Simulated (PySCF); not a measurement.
ClF···HF···HF (SMILES FCl.F.F)

```yaml
atoms:
  - { symbol: Cl, position_ang: [0.8686, -0.0938, 0.6154] }
  - { symbol: F, position_ang: [-0.1598, 1.2069, 0.5601] }
  - { symbol: F, position_ang: [-1.0634, -1.4955, -2.2534] }
  - { symbol: H, position_ang: [-1.4902, -0.6912, -2.0608] }
  - { symbol: F, position_ang: [-1.9998, 0.8434, -1.4078] }
  - { symbol: H, position_ang: [-1.4221, 1.0643, -0.7119] }
```

Geometry: PBE0-D3(BJ)/def2-SVPD.

Level of theory: PySCF 2.14.0, wB97M-D3(BJ)/def2-TZVPD, SCF density, gas phase.

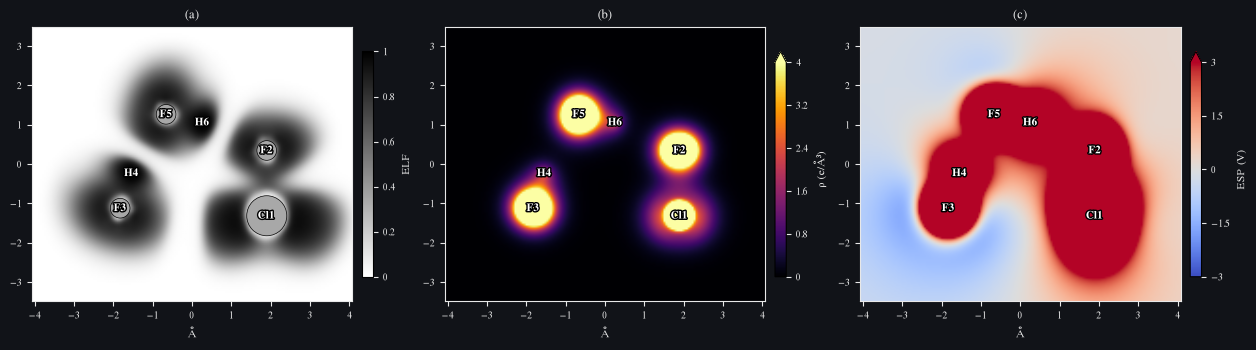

Figure 1. (a) ELF; (b) total electron density; (c) molecular electrostatic potential on the molecular plane. Grey discs cover the atomic cores in the ELF map.

What does the map show?

The section cuts through Cl, F and H sites. F5···H4 (1.74 Å): the density falls to about 0.22 e/Å³ on the way; the ELF dips to about 0.10 between them; by its geometry a hydrogen bond between the two molecules, with no shared pair. Cl–F (1.66 Å): ρ at the midpoint is about 1.4 e/Å³; the ELF peaks at about 0.75 between the atoms: localised, covalent bonding. F–H (0.93 Å): the density is about 4.7 e/Å³ at the midpoint; the ELF climbs to about 1 towards the hydrogen, as it does in any bond to H; a covalent bond by its length. The ELF also peaks beside Cl1, F3, F2 and F5, away from the bonds: lone-pair regions. Outside the dense part of the complex the potential is most negative (−1.5 V) near F3.

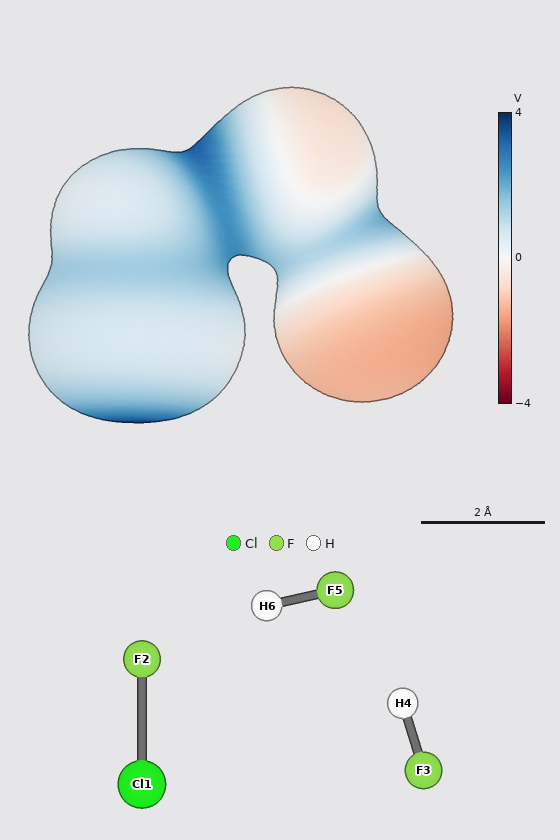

Figure 2. The electrostatic potential painted on the density surface at 0.004 e/bohr³, seen across its widest extent; red is negative and blue positive. The bare structure is drawn below in the same view.

Where is the surface potential most negative and most positive?

The most negative region (about −1.5 V, or −35 kcal/mol for a unit charge) lies over F3, the most positive (about +3.5 V, or +81 kcal/mol for a unit charge) over Cl1. Cl1 shows a σ-hole: about +3.5 V, or +81 kcal/mol for a unit charge at the tip opposite its bond, against about +0.3 V, or +7 kcal/mol for a unit charge on its flanks.

How polar is the complex by this calculation?

Its dipole moment is 3.05 D.

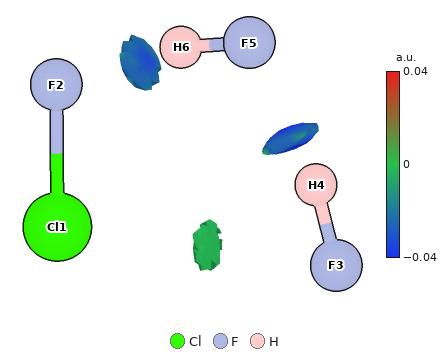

Figure 3. Non-covalent interaction (NCI) plot: the surface where the reduced density gradient is 0.6, for densities under 0.05 a.u., coloured by sign(λ₂)ρ; seen at a tilt.

Identify the weak interactions.

H4···F5 (1.7 Å): a hydrogen bond (blue, attractive); H6···F2 (1.8 Å): a hydrogen bond (blue, attractive); between F3 and H4 on one side and Cl1 on the other: a weak contact (green).
